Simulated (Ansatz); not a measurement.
# What Ca3SiS (model cell, started as antiperovskite) distorts into, part 3 of 3

Wanted: the energy along a soft mode of Ca3SiS (model cell, started as antiperovskite) and the structure at the end.

Ansatz 0.2.0; DFT PBEsol, scalar-relativistic, plane waves, PAW; PAW set soft_1.

So far. Step 5 (Energy along the mode, all amplitudes (two of the runs …): The lowest of the steps tried is the last one, at 0.6 Å, 122 meV/atom below the parent; the bottom of the well need not coincide with a step. Step 7 (The new phase in its own primitive cell): The largest force component left is 0.068 meV/Å and the pressure is -0.002 GPa, within the tolerances set. The cell now holds 27.02 Å³/atom. The relaxed cell has a = 7.399, c = 17.095 Å (conventional setting).

The structure was built from a prototype and need not be the compound's stable phase.

## (8) Modes of the new phase, k-mesh 6×6×6, occupations fixed

A relaxed structure may still be a saddle point, so its zone-centre modes are computed. The response to a homogeneous field gives the Born charges and the dielectric tensor.

The input, input.yaml:

```yaml
crystal:
  lattice:
    - [3.6997298485, 2.136040024, 5.6982353069]
    - [-3.6997298485, 2.136040024, 5.6982353069]
    - [0.0, -4.2720800479, 5.6982353069]
  atoms:
    - { symbol: Si, position: [0.75, 0.75, 0.75] }
    - { symbol: Si, position: [0.25, 0.25, 0.25] }
    - { symbol: S, position: [0.5, 0.5, 0.5] }
    - { symbol: S, position: [0.0, 0.0, 0.0] }
    - { symbol: Ca, position: [0.64167471, 0.25, 0.85832529] }
    - { symbol: Ca, position: [0.35832529, 0.75, 0.14167471] }
    - { symbol: Ca, position: [0.14167471, 0.35832529, 0.75] }
    - { symbol: Ca, position: [0.85832529, 0.64167471, 0.25] }
    - { symbol: Ca, position: [0.75, 0.14167471, 0.35832529] }
    - { symbol: Ca, position: [0.25, 0.85832529, 0.64167471] }
kpoints:
  mp_grid: { grid: [6, 6, 6] }
hamiltonian:
  xc: pbesol
  pseudopotentials: { kind: paw, azcp: { folder: soft_1 }, xc_functional: pbe }
scf:
  occupations: { method: fixed }
output:
  eigenvalues: true
phonons:
  method: dfpt
  dielectric: true
  rigid_motions: translations
```

Command:

```bash
$ ansatz run input.yaml --threads 8 --pin off --max-ram 16384MiB --backend cpu --events-out ev --progress --plain --runs-dir out
```

Numbers of over 12 decimals in the logs are rounded to 6 here.

What it wrote:

```text
[...]
Crystal: 10 atoms, lattice volume = 270.191 Å³
Basis set: ecut = 420 eV, 5269 PW (Γ), exchange–correlation on 96×96×96 points (8 copies of the dense FFT grid, shifted against one another)
Bands: 50, of which v1, the nominal top of the filled ones, is band 40 counted from 1 (39 counted from 0)
Symmetry: 12 space group operations
k-points: 112 of 216 (irreducible under 1 space group operation, time reversal used)
[...]
SCF iter   1: F=—  HF=-13786.860441 eV  |F-HF|=—  |Δ(HF+E_count)|=         —  Δρ=3.08e-2  dr2=5.51e0  ethr=3.10e-3  ⟨swp⟩=5.5  Hψ=19889  notcnv=0  defer=789
[...]
SCF iter  10: F=-13785.298749 eV  HF=-13785.298749 eV  |F-HF|=1.09e-11  |Δ(HF+E_count)|=  2.11e-10  Δρ=1.82e-7  dr2=9.27e-11  ethr=1.00e-12  ⟨swp⟩=22.7  Hψ=47189  notcnv=0
SCF 1 converged in 10 iterations: F = -13785.298749 eV  dr2 = 9.27e-11
[...]
NSCF: frozen V_eff on 6 k-points
[...]
── the response to a field inside a basis, on 6×6×6 k-points: an SCF that follows is theirs, and a resumed run solves both again ──
Bands: 41, of which v1, the nominal top of the filled ones, is band 40 counted from 1 (39 counted from 0)
k-points: 28 of 216
[...]
Eigensolver: Dense (28 Hₖ)
SCF iter   1: F=—  HF=-13785.124296 eV  |F-HF|=—  |Δ(HF+E_count)|=         —  Δρ=2.17e-4  dr2=4.49e-5  ethr=1.00e-1
[...]
SCF iter   4: F=-13785.124320 eV  HF=-13785.124320 eV  |F-HF|=1.68e-9  |Δ(HF+E_count)|=   3.66e-8  Δρ=1.86e-6  dr2=1.24e-8  ethr=3.97e-10
SCF 1 converged in 4 iterations: F = -13785.124320 eV  dr2 = 1.24e-8
[...]
WARN: field response: ε∞ stands inside a basis, on 6×6×6 points; the force constants stand on the 6×6×6 k-mesh, whose period is 11.81 times the interband length at k = (0.0000, 0.0000, 0.0000), direct gap 0.970 eV, under 14: take them and everything formed from them as unconverged, and compare with a denser kpoints.mp_grid
SCF converged after 10 iterations
Free energy (F): -13785.298749 eV
[...]
Internal energy: -13785.298749 eV  (E = F + TS)
E sigma→0 (E₀):  -13785.298749 eV
Fermi energy:    6.363440 eV
[...]
--- Band table (eV; the first three rows and the last of 112) ---
  k-point 0: bands = [... 36 lower, 5.5149, 6.3234, 6.3234, 6.3634, 7.3330, 7.3330, 7.7336, 8.0561, ... 6 higher]
  k-point 1: bands = [... 36 lower, 5.5282, 5.9322, 6.1431, 6.1768, 7.5510, 7.5598, 7.7063, 7.8326, ... 6 higher]
  k-point 2: bands = [... 36 lower, 5.5796, 5.6279, 5.8845, 5.9029, 7.5026, 7.6881, 7.9448, 7.9499, ... 6 higher]
  k-point 111: bands = [... 36 lower, 5.5992, 5.5992, 5.5992, 5.5992, 7.9682, 7.9682, 7.9682, 7.9682, ... 6 higher]
--- Phonons (Γ-DFPT): 6 representative perturbations + reference, on 112 of 216 k-points (Σ response iterations 21) ---
  k mesh reduced under 1 symmetry operation, with k and −k counted as one. Each operation leaves every solved perturbation unchanged. A smaller set is not considered because the run solves the response to a homogeneous field
  ASR residual: 3.393e-5 → 0.000e0 eV/Å²; symmetrization residual: 3.726e-6 eV/Å²
  ASR residual per site (eV/Å²): 3.39e-5 3.39e-5 6.97e-6 6.97e-6 1.64e-5 1.64e-5 2.45e-5 2.45e-5 1.64e-5 1.64e-5
  Γ frequencies (cm⁻¹): -78.71 -42.74 -42.74 -30.44 -30.44 -17.74 0.00 0.00 0.00 134.00 148.34 150.07 158.91 158.91 161.39 161.39 166.27 223.56 223.56 236.89 236.89 244.04 244.04 257.32 277.94 277.94 301.85 307.60 326.31 326.31
  ε∞ (high-frequency dielectric tensor):
       12.548687     0.000000    -0.000000
        0.000000    12.548687    -0.000000
       -0.000000    -0.000000    10.942862
  softest optical mode at Γ: -78.71 cm⁻¹; the repairs (sum rule, projections) moved no ω² at Γ by more than (1.19 cm⁻¹)²
  Born effective charges Z* (e; rows j = field, columns β = displacement):
    site 0:
        -3.50334   -0.00000   -0.00000
        -0.00000   -3.50334    0.00000
         0.00000    0.00000   -3.20648
    site 1:
        -3.50334   -0.00000   -0.00000
        -0.00000   -3.50334    0.00000
        -0.00000    0.00000   -3.20648
    site 2:
        -2.92441    0.44828   -0.00000
        -0.44828   -2.92441    0.00000
         0.00000    0.00000   -2.68068
    site 3:
        -2.92441   -0.44828    0.00000
         0.44828   -2.92441    0.00000
        -0.00000    0.00000   -2.68068
    site 4:
         2.09403    0.08410   -0.31264
         0.08410    2.19114    0.18050
        -0.25510    0.14728    1.96239
    site 5:
         2.09403    0.08410   -0.31264
         0.08410    2.19114    0.18050
        -0.25510    0.14728    1.96239
    site 6:
         2.23969   -0.00000    0.00000
        -0.00000    2.04547   -0.36101
         0.00000   -0.29456    1.96239
    site 7:
         2.23969   -0.00000    0.00000
        -0.00000    2.04547   -0.36101
         0.00000   -0.29456    1.96239
    site 8:
         2.09403   -0.08410    0.31264
        -0.08410    2.19114    0.18050
         0.25510    0.14728    1.96239
    site 9:
         2.09403   -0.08410    0.31264
        -0.08410    2.19114    0.18050
         0.25510    0.14728    1.96239
  Z* charge neutrality: 1.478e-2 e pre-enforcement
  solved inside a basis spanned on kpoints, on 6×6×6 k-points, its susceptibility summed on 10×10×10: ε∞ is read to err by 5.8e-2, Z* by 2.8e-2 e (field_mesh: kpoints solves on kpoints); Z* is corrected for what the basis lacks
  optical modes at Γ without the LO–TO term, one row a degenerate level:
      ω (cm⁻¹)  modes    IR ((D/Å)²/amu)
        -78.71      1            30.1762
        -42.74      2             8.3113
        -30.44      2             0.0000
        -17.74      1             0.0000
        134.00      1             0.0042
        148.34      1             0.0000
        150.07      1             0.0000
[...]
optical modes at Γ + LO–TO along q̂ = [1.0000, 0.0000, 0.0000]:
      ω (cm⁻¹)  modes    IR ((D/Å)²/amu)
[...]
optical modes at Γ + LO–TO along q̂ = [0.0000, 1.0000, 0.0000]:
      ω (cm⁻¹)  modes    IR ((D/Å)²/amu)
[...]
optical modes at Γ + LO–TO along q̂ = [0.0000, 0.0000, 1.0000]:
      ω (cm⁻¹)  modes    IR ((D/Å)²/amu)
[...]
150.07      1             0.0000
        158.91      2             4.0437
        161.39      2             0.0000
        166.27      1             0.0000
        223.56      2             0.0000
        236.89      2            51.5710
        244.04      2             0.0000
        257.32      1             0.0000
        277.94      2             9.8729
        301.85      1             0.0000
        322.79      1            16.1877
        326.31      2            23.9516
```

It took 3.7 min on 8 threads of Arm Neoverse V2, shared host; peak memory 6.1 GiB; 28 min of CPU time.

This step gave:

```yaml
sum_rule_residual_before_enforcement: 3.39e-5 eV/Å²
miss_of_the_charge_sum_rule: 0.01478 e
estimated_error_of_the_dielectric_tensor: 0.05821
estimated_error_of_the_born_charges: 0.02806 e
point_group: -3m
highest_optical_mode_at_the_zone_centre_no_lo_to_term: 326.3 cm⁻¹
lowest_optical_zone_centre_mode: -78.71 cm⁻¹
mean_high_frequency_dielectric_constant: 12.01
largest_born_charge_third_of_the_trace: -3.404 e
top_of_the_zone_centre_spectrum_with_the_field: 344.2 cm⁻¹
```

Patterns of degenerate modes are one choice out of their space. Modes at Γ, with each element's share of the kinetic energy (negative means imaginary):

```csv
mode,frequency (cm⁻¹),symmetry,Si %,S %,Ca %
1,-78.7,A2u,56,3,41
2,-42.7,Eu,9,1,91
3,-42.7,Eu,9,1,91
4,-30.4,Eg,4,0,96
5,-30.4,Eg,4,0,96
6,-17.7,A2g,59,0,41
7,0.0,acoustic,16,18,67
8,0.0,acoustic,16,18,67
9,0.0,acoustic,16,18,67
10,134.0,A2u,28,28,45
11,148.3,A2g,41,0,59
12,150.1,A1g,0,0,100
13,158.9,Eu,8,34,58
14,158.9,Eu,8,34,58
15,161.4,Eg,27,0,73
16,161.4,Eg,27,0,73
17,166.3,A1u,0,14,86
18,223.6,Eg,4,0,96
19,223.6,Eg,4,0,96
20,236.9,Eu,66,9,25
21,236.9,Eu,66,9,25
22,244.0,Eg,64,0,36
23,244.0,Eg,64,0,36
24,257.3,A1u,0,86,14
25,277.9,Eu,2,86,12
26,277.9,Eu,2,86,12
27,301.9,A2g,0,0,100
28,307.6,A2u,0,52,48
29,326.3,Eu,0,52,48
30,326.3,Eu,0,52,48
```

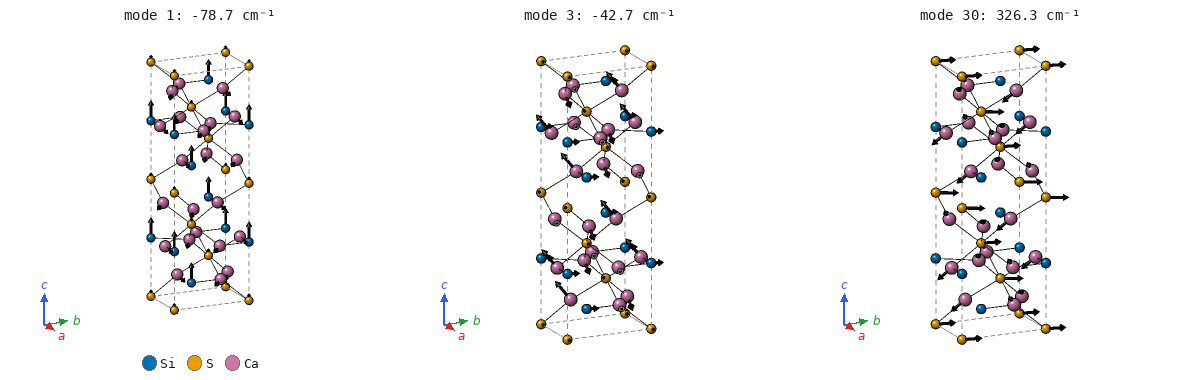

Displacement patterns of modes 1, 3 and 30 at Γ; arrows are exaggerated. Bonds to atoms that aren't drawn are left out. Some periodic images of atoms are drawn too.

Optical modes at the zone centre, without and with the macroscopic field of the longitudinal modes; each column is sorted by frequency, so a row need not hold one and the same mode. Modes with and without the field, by row:

```
rank among optical modes  no field (cm⁻¹)  q along (1, 0, 0) (cm⁻¹)  q along (0, 0, 1) (cm⁻¹)
                       1            -78.7                     -78.7                     -42.7
                       2            -42.7                     -42.7                     -42.7
                       3            -42.7                     -30.4                     -30.4
                       4            -30.4                     -30.4                     -30.4
                       5            -30.4                     -17.7                     -17.7
                       6            -17.7                      -4.9                     116.9
                       7              134                       134                     134.1
                       8            148.3                     148.3                     148.3
                       9            150.1                     150.1                     150.1
                      10            158.9                     158.9                     158.9
                      11            158.9                     161.4                     158.9
                      12            161.4                     161.4                     161.4
                      13            161.4                     161.4                     161.4
                      14            166.3                     166.3                     166.3
                      15            223.6                     223.6                     223.6
                      16            223.6                     223.6                     223.6
                      17            236.9                     236.9                     236.9
                      18            236.9                       244                     236.9
                      19              244                       244                       244
                      20              244                     257.3                       244
                      21            257.3                     259.6                     257.3
                      22            277.9                     277.9                     277.9
                      23            277.9                     286.6                     277.9
                      24            301.9                     301.9                     301.9
                      25            307.6                     307.6                     322.8
                      26            326.3                     326.3                     326.3
                      27            326.3                     344.2                     326.3
```

Born charge (rows field, columns displacement) (e), principal values of the symmetric part by kind of site:

```
atom  atoms with these values    low  middle   high   mean
 Si1                        2  -3.50   -3.50  -3.21  -3.40
  S3                        2  -2.92   -2.92  -2.68  -2.84
 Ca5                        6   1.67    2.24   2.33   2.08
```

In full for Ca5:

```
 2.09  0.08 -0.31
 0.08  2.19  0.18
-0.26  0.15  1.96
```

High-frequency dielectric tensor:

```
12.55  0.00  0.00
 0.00 12.55  0.00
 0.00  0.00 10.94
```

Transverse modes; imaginary modes are left out. Lines of the infrared spectrum (strongest = 100):

```
position (cm⁻¹)  label  relative intensity
            134    A2u                 0.0
            148    A2g                 0.0
            150    A1g                 0.0
            159     Eu                 7.8
            161     Eg                 0.0
            166    A1u                 0.0
            224     Eg                 0.0
            237     Eu                 100
            244     Eg                 0.0
            257    A1u                 0.0
            278     Eu                  19
            302    A2g                 0.0
            308    A2u                  21
            326     Eu                  46
```

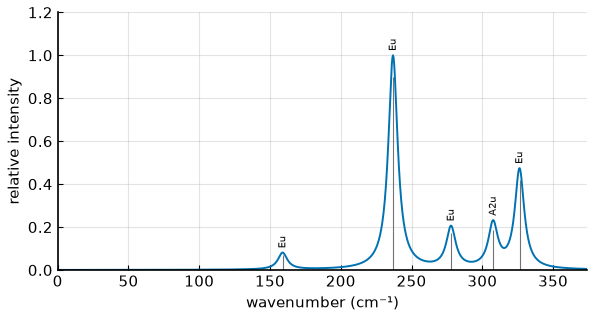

The infrared spectrum, broadened with Lorentzians of width 8 cm⁻¹; bars mark the lines.

Before it was imposed, the acoustic sum rule was missed by 3.4e-5 eV/Å² and the charge sum rule by 0.015 e. Small misses are needed for a sound result but don't prove that mesh and cutoff are converged. The lowest optical mode is imaginary, 78.7i cm⁻¹, so the energy falls along it.

The log warns of the k mesh: “the force constants stand on the 6×6×6 k-mesh, whose period is 11.81 times the interband length at k = (0.0000, 0.0000, 0.0000), direct gap 0.970 eV, under 14: take them and everything formed from them as unconverged”.

## (9) Outcome

| Property | Result |
| --- | --- |
| unstable mode of the parent | q = (-0.5, -0.5, -0.5), 105i cm⁻¹ |
| depth at the lowest point sampled | 122 meV/atom |
| largest atomic shift at that point | 0.6 Å |
| space group reached (within 0.01 Å) | R-3c |
| energy gained over the parent (first relaxation, on the mesh of the frozen mode) | 152 meV/atom |
| volume per atom, phase reached | 27.0 Å³ |
| gap on the k-mesh, phase reached | 0.970 eV |
| lowest optical zone-centre mode, phase reached | -78.7 cm⁻¹ |
| highest optical mode at the zone centre (no LO-TO term), phase reached | 326 cm⁻¹ |

Along this mode the structure falls into R-3c, 152 meV/atom below the parent. At the parent's cell the well is 121.6 meV/atom deep on the steps tried, with its lowest point at a shift of 0.6 Å. That is the last step tried, so the steps alone don't bracket the bottom of the well. Relaxing atoms and cell changes the gain by +30.20 meV/atom against the lowest step (energies at zero smearing). The new phase still has an imaginary mode at the zone centre of its cell, so it is a saddle point on the way to a lower structure. Of the 4 patterns followed to their end from this parent, this one ends 11.9 meV/atom above the lowest, Imma. Each path keeps the symmetry of its pattern, so a lower phase may lie along a pattern not tried. With the field response the log warns that the k mesh is coarse for the force constants too, so the frequencies may not be converged. With no gap, or one that is small against the smearing, the frequencies hang on the k mesh and the smearing, most of all near Kohn anomalies. In at least one run the field response is not settled by the k meshes in reach, so its dielectric tensor, Born charges and longitudinal modes are rough. The PAW files were made for PBE and serve the other functionals too. A phonon run warned that its eigensolver left some bands unconverged in a pass. The starting cell was built on a prototype and not taken from a measurement, so the phase need not exist.

[Logs are printed without paths, hosts, clocks, repeated set-up lines and the standing remarks that a program may print on its own settings, such as how far it seeks lower states.]

[Hosts, paths, dates, database ids (printed as entryN), source tags and the programs' standing remarks are cut or masked in the printed files.]
